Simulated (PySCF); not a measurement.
C2H5ClO, SMILES `Cl.CC=O`.

Level of theory: HF/def2-SVP (PySCF), at a geometry from GFN2-xTB. GFN2-xTB bond lengths at metals and heavier atoms can be off by up to 0.1 Å and shapes distorted, which carries into these values.

Cartesian coordinates (Å):

```
Cl1      1.9618    0.1347    0.0000
H2       0.8346   -0.5216   -0.0001
C3      -1.6445    1.0758   -0.0003
C4      -1.7240   -0.4080    0.0001
O5      -0.7848   -1.1625   -0.0001
H6      -2.1649    1.4593   -0.8756
H7      -0.6124    1.4151   -0.0008
H8      -2.1641    1.4595    0.8771
H9      -2.7539   -0.8079    0.0004
```

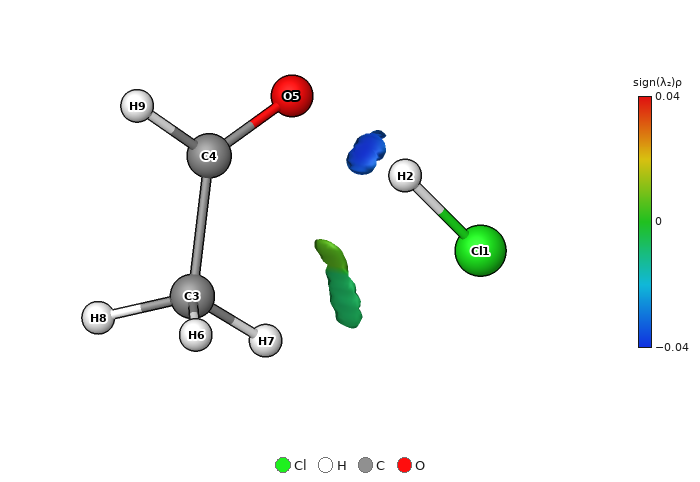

Non-covalent interaction surfaces between the fragments (reduced density gradient s = 0.4, coloured by sign(λ₂)ρ in a.u.; trimmed to the region between the fragments where ρ is under 0.06 a.u.). Fragment A: HCl (atoms 1–2); fragment B: H4C2O.

Q: Interpret the surfaces between the fragments.

A: Bond critical points between the fragments: H2···O5, hydrogen bond, 1.74 Å, ρ = 0.038 a.u.; Cl1···H7, weak C–H hydrogen bond, 2.88 Å, ρ = 0.007 a.u. The strongest appears blue (attractive, sign(λ₂)ρ well below zero). Several contacts close a ring, whose ring point adds a part with positive λ₂ between them. The pose is a local one from a semi-empirical search, not shown to be the most stable.

Q: How strongly are they bound?

A: The counterpoise-corrected interaction energy of the frozen fragments is −2.5 kcal/mol without dispersion correction and −6.7 kcal/mol with D3(BJ). The pair geometry is semi-empirical, not a minimum at this level.

Cost of the run: 3.2 s on 1 thread of Arm Neoverse N1 (shared host), peak memory 0.17 GiB.
